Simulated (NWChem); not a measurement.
# GaH3 (SMILES [GaH3]): levels of theory compared

Wanted: a comparison of 6 runs (HF/3-21G, HF/def2-SVP, B3LYP/6-31G*, TPSSh/pcseg-1, PBE/aug-cc-pVDZ, MP2/cc-pVDZ) of GaH3. 

Program for the calculation: NWChem 7.3.0.

1 further run of the same task is left out (it didn't finish).

## Step 1: The molecule

GaH3 has 4 atoms, charge 0, and is taken as a singlet. As SMILES, `[GaH3]`. The coordinates come from a PBE0-D4/def2-TZVP relaxation.

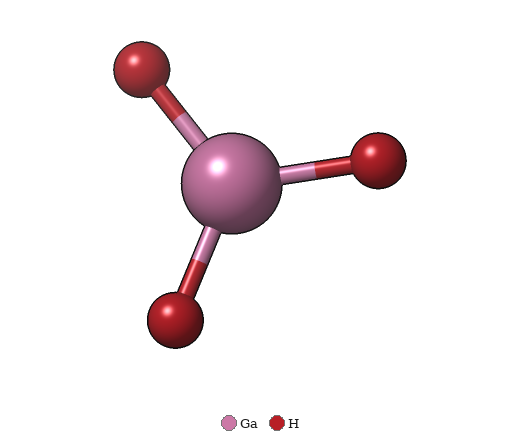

Viewed from a chosen angle; gallium pink, hydrogen red.

## Step 2: Energy and gradient at HF/3-21G (run 1)

Contents of a.xyz:

```xyz
4

Ga     0.013400    -0.014900    -0.004600
H      1.252400     0.343800     0.887700
H     -0.552100    -1.477800    -0.009700
H     -0.658400     1.088700    -0.893700
```

Contents of run.py:

```python
from ase.io import read
from ase.calculators.nwchem import NWChem

system = read('a.xyz')

calc = NWChem(
    label='a',
    theory='scf',
    memory='2200 mb',
    basis='3-21G',
    basispar='spherical bse',
    scf={'nopen': '0', 'rhf': None, 'thresh': '1e-08', 'maxiter': '80'},
)
system.calc = calc

forces = system.get_forces()
print("Total energy (eV):", round(system.get_potential_energy(), 6))
print("forces (eV/A):")
for s, f in zip(system.symbols, forces):
    print(f"{s:2s} {f[0]:10.5f} {f[1]:10.5f} {f[2]:10.5f}")
print("dipole (e A):", system.get_dipole_moment().round(4))
```

Started as:

```bash
$ export ASE_NWCHEM_COMMAND="nwchem PREFIX.nwi > PREFIX.nwo"
$ python run.py
```

Log:

```text
Total energy (eV): -52124.058717
forces (eV/A):
Ga    0.00381   -0.00149   -0.00329
H     0.11760    0.03471    0.08685
H    -0.05543   -0.14002    0.00082
H    -0.06597    0.10675   -0.08444
dipole (e A): [-0.0006  0.0002  0.0007]
```

The calculator wrote a.nwi:

```
title "a"

permanent_dir a

scratch_dir a

start a

geometry units angstrom nocenter noautosym noautoz
  Ga 1.3400000000000000e-02 -1.4900000000000000e-02 -4.5999999999999999e-03
  H  1.2524000000000000e+00 3.4379999999999999e-01 8.8770000000000004e-01
  H  -5.5210000000000004e-01 -1.4778000000000000e+00 -9.7000000000000003e-03
  H  -6.5839999999999999e-01 1.0887000000000000e+00 -8.9370000000000005e-01
end

memory 2200 mb

basis spherical bse noprint
   * library 3-21G
end

scf
  nopen 0
  rhf
  thresh 1e-08
  maxiter 80
end

task scf gradient
```

a.nwo (excerpt; [...] marks lines left out):

```text
[...]
      One-electron energy =  -2740.061648453286
[... 1 line left out ...]
 Nuclear repulsion energy =     31.962560726330
[... 35 lines left out ...]
                       ROHF Final Molecular Orbital Analysis
[... 189 lines left out ...]
     1   1 0 0     -0.001155      0.000000      0.864172
[...]
  wavefunction    =   RHF
                         RHF ENERGY GRADIENTS
    atom               coordinates                        gradient
                 x          y          z           x          y          z
   1 Ga      0.025322  -0.028157  -0.008693   -0.000074   0.000029   0.000064
   2 H       2.366693   0.649688   1.677510   -0.002287  -0.000675  -0.001689
   3 H      -1.043318  -2.792637  -0.018330    0.001078   0.002723  -0.000016
   4 H      -1.244196   2.057345  -1.688848    0.001283  -0.002076   0.001642
[...]
```

It took 1.9 s on 1 thread of Intel Xeon Platinum 8488C (Sapphire Rapids), shared host; peak memory 0.099 GiB.

## Step 3: Energy and gradient at HF/def2-SVP (run 2)

Contents of gah3.nw:

```
start gah3
memory total 2200 mb
charge 0

geometry units angstroms noautosym nocenter noautoz
  Ga    0.013400   -0.014900   -0.004600
  H     1.252400    0.343800    0.887700
  H    -0.552100   -1.477800   -0.009700
  H    -0.658400    1.088700   -0.893700
end

basis spherical bse
  * library def2-SVP
end

scf
  thresh 1e-08
  maxiter 80
  noprint "final vectors analysis"
end

task scf gradient
```

Started as:

```bash
$ nwchem gah3.nw > gah3.out
```

Log:

```text
[...]
  functions       =    47
[...]
  wavefunction    = RHF
[...]
         Total SCF energy =  -1924.713867352831
      One-electron energy =  -2749.843323123770
      Two-electron energy =    793.166895044609
 Nuclear repulsion energy =     31.962560726330
        Time for solution =      2.8s
[...]
                         RHF ENERGY GRADIENTS
    atom               coordinates                        gradient
                 x          y          z           x          y          z
   1 Ga      0.025322  -0.028157  -0.008693   -0.000077   0.000030   0.000064
   2 H       2.366693   0.649688   1.677510   -0.001420  -0.000424  -0.001065
   3 H      -1.043318  -2.792637  -0.018330    0.000683   0.001701  -0.000020
   4 H      -1.244196   2.057345  -1.688848    0.000814  -0.001306   0.001021
[...]
```

Wall time 4.2 s (1 thread of Intel Xeon Platinum 8488C (Sapphire Rapids), shared host); peak memory 0.1 GiB.

## Step 4: Energy and forces at B3LYP/6-31G(d) (Cartesian functions) (run 3)

Contents of gah3.nw:

```
start gah3
title "GaH3 gradient"
memory total 2200 mb

geometry units angstroms noautosym nocenter noautoz
Ga     0.013400    -0.014900    -0.004600
H      1.252400     0.343800     0.887700
H     -0.552100    -1.477800    -0.009700
H     -0.658400     1.088700    -0.893700
end

basis cartesian
Ga library 6-31G*
H library 6-31G*
end

dft
xc b3lyp
grid xfine
convergence energy 1e-08
maxiter 100
mulliken
end

task dft gradient
```

Started as:

```bash
$ nwchem gah3.nw > gah3.out
```

Log:

```text
[...]
          Wavefunction type:  closed shell.
          No. of atoms     :     4
          No. of electrons :    34
[...]
          Charge           :     0
          Spin multiplicity:     1
[...]
          AO basis - number of functions:    41
[...]
              XC Information
              --------------
                         B3LYP Method XC Potential
                     Hartree-Fock (Exact) Exchange  0.200
                        Slater Exchange Functional  0.800 local
                    Becke 1988 Exchange Functional  0.720 non-local
              Lee-Yang-Parr Correlation Functional  0.810
                  VWN I RPA Correlation Functional  0.190 local
[...]
 d= 0,ls=0.0,diis     1  -1926.3801871257 -1.96D+03  1.55D-02  5.86D-01     1.2
[...]
 d= 0,ls=0.0,diis     7  -1926.3971506595 -6.98D-10  1.00D-07  1.13D-11     5.7
         Total DFT energy =    -1926.397150659546
      One electron energy =    -2747.853127498251
           Coulomb energy =      865.620657226746
    Exchange-Corr. energy =      -76.127241114370
 Nuclear repulsion energy =       31.962560726330
[...]
      Total Density - Mulliken Population Analysis
     ---------------------------------------------
    Atom       Charge   Shell Charges
 -----------   ------   -------------------------------------------------------
    1 Ga  31    31.06   2.00  1.99  6.00  1.95  5.99  1.41  1.53  0.07  0.15  6.85  2.94  0.18
    2 H    1     0.98   0.48  0.50
    3 H    1     0.98   0.48  0.50
    4 H    1     0.98   0.48  0.50
[...]
  wavefunction    = closed shell
                         DFT ENERGY GRADIENTS
    atom               coordinates                        gradient
                 x          y          z           x          y          z
   1 Ga      0.025322  -0.028157  -0.008693   -0.000068   0.000027   0.000056
   2 H       2.366693   0.649688   1.677510   -0.001496  -0.000445  -0.001115
   3 H      -1.043318  -2.792637  -0.018330    0.000714   0.001788  -0.000017
   4 H      -1.244196   2.057345  -1.688848    0.000850  -0.001370   0.001076
[...]
```

Run time: 7.5 s. Hardware: 1 thread of Intel Xeon Platinum 8488C (Sapphire Rapids), shared host; peak memory 0.12 GiB.

Runs 4 to 5 aren't shown in full; the table further down has their settings and results.

## Step 5: Energy and forces at MP2/cc-pVDZ (run 6)

Contents of sp.nw:

```
start sp
title "GaH3"
memory total 2200 mb
charge 0

geometry noautosym nocenter noautoz
   Ga     0.013400    -0.014900    -0.004600
   H      1.252400     0.343800     0.887700
   H     -0.552100    -1.477800    -0.009700
   H     -0.658400     1.088700    -0.893700
end

basis spherical bse
   Ga library cc-pVDZ
   H library cc-pVDZ
end

scf
   thresh 1e-08
   maxiter 80
   noprint "final vectors analysis"
end

mp2
   freeze core 9
   tight
end

task mp2 gradient
```

Started as:

```bash
$ nwchem sp.nw > sp.out
```

Log:

```text
[...]
  functions       =    42
[...]
  wavefunction    = RHF
[...]
         Total SCF energy =  -1924.928275918904
      One-electron energy =  -2749.183990757375
      Two-electron energy =    792.293154112142
 Nuclear repulsion energy =     31.962560726330
        Time for solution =     24.2s
[...]
          Total MP2 energy         -1925.024799687897
[...]
                         mp2 ENERGY GRADIENTS
    atom               coordinates                        gradient
                 x          y          z           x          y          z
   1 Ga      0.025322  -0.028157  -0.008693   -0.000075   0.000029   0.000064
   2 H       2.366693   0.649688   1.677510    0.000741   0.000202   0.000494
   3 H      -1.043318  -2.792637  -0.018330   -0.000306  -0.000853  -0.000027
   4 H      -1.244196   2.057345  -1.688848   -0.000361   0.000622  -0.000530
[...]
```

Wall time 66 s (1 thread of Intel Xeon Platinum 8488C (Sapphire Rapids), shared host); peak memory 0.11 GiB.

## Step 6: The series

```
run                               level  Cartesian functions  iteration cap   energy (Eh)  dipole moment (D)  HOMO energy (eV)  LUMO energy (eV)  wall time
  1                            HF/3-21G                   no             80  -1915.523843               0.00            -11.51              0.84      1.9 s
  2                         HF/def2-SVP                   no             80  -1924.713867               0.00                 –                 –      4.2 s
  3  B3LYP/6-31G* (Cartesian functions)                  yes            100  -1926.397151               0.00             -8.41             -2.10      7.5 s
  4                       TPSSh/pcseg-1                   no            100  -1926.388048               0.00             -8.10             -2.19      9.3 s
  5                     PBE/aug-cc-pVDZ                   no            100  -1926.280139               0.00             -7.34             -2.68       33 s
  6                         MP2/cc-pVDZ                   no             80  -1925.024800               0.00                 –                 –       66 s
```

## Step 7: Outcome

| quantity | value |
| --- | --- |
| run 6: total energy | -1925.02480 Eh |
| run 6: dipole moment (of the density that the program reports) | 0.00 D |
| run 6: correlation energy (9 core orbitals frozen) | -96.5 mEh |
| run 6: largest force on an atom | 0.047 eV/Å |

Over runs 1, 3, 4, 5 the HOMO–LUMO gap runs from 4.66 eV (PBE/aug-cc-pVDZ) to 12.35 eV (HF/3-21G). The two ends differ in method and basis. Totals of different functionals can't be ranked against each other. All runs together took 2 min, the longest 66 s.
